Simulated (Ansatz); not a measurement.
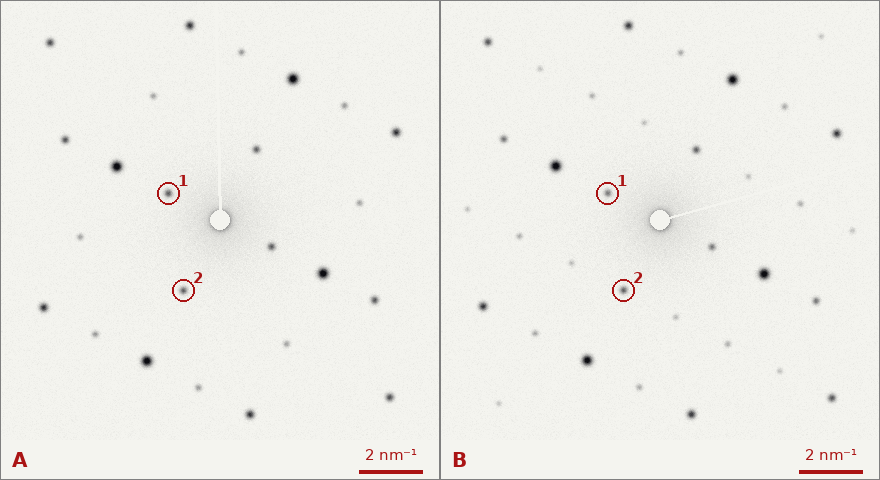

Kinematic electron diffraction patterns (120 kV, B = 0.5 Å², same scale) along [110] of the run's own cell, for the start and the end of one relaxation of TaAs3 with Ansatz, DFT PBE, scalar-relativistic, plane waves, PAW. k mesh 6×6×6. The start is a generated model structure, and the relaxation ends in the nearest stationary point of its symmetry, not necessarily the ground state. Spot 1 is 0 0 -1 and spot 2 is -1 1 0 in both.

Start structure:

```
CELL_PARAMETERS angstrom
3.93030 2.26916 2.81019
-3.93030 2.26916 2.81019
0.00000 -4.53832 2.81019
ATOMIC_POSITIONS crystal
Ta 0.16874 0.16874 0.16874
Ta 0.83126 0.83126 0.83126
As 0.76390 0.32707 0.76390
As 0.76390 0.76390 0.32707
As 0.32707 0.76390 0.76390
As 0.23610 0.67293 0.23610
As 0.67293 0.23610 0.23610
As 0.23610 0.23610 0.67293
```

Which pattern belongs to the start structure, and which to the relaxed one?

Answer. B is the start: its cell gives d(1) = 5.296 Å, d(2) = 3.930 Å and an angle of 90.0°. A is the relaxed structure, with d(1) = 5.348 Å (+1.0 %), d(2) = 3.911 Å (-0.5 %) and 90.0°.

Name reflections whose intensity changes strongly on relaxation.

Answer. 0 0 3 goes from 6.3 to 13 % of the strongest spot; 0 0 1 goes from 5.3 to 11 % of the strongest spot.

Summarise the relaxation behind the change.

Answer. The volume changed by +2.3 % to 19.23 Å³ an atom; with the mean shift removed, the atoms moved by up to 0.09 Å relative to the cell (As most); the space group stayed R-3m (No. 166); the free energy fell by 12 meV an atom. Relaxed cell: a = 5.369 Å, b = 5.369 Å, c = 5.369 Å, α = 93.52°, β = 93.52°, γ = 93.52°.
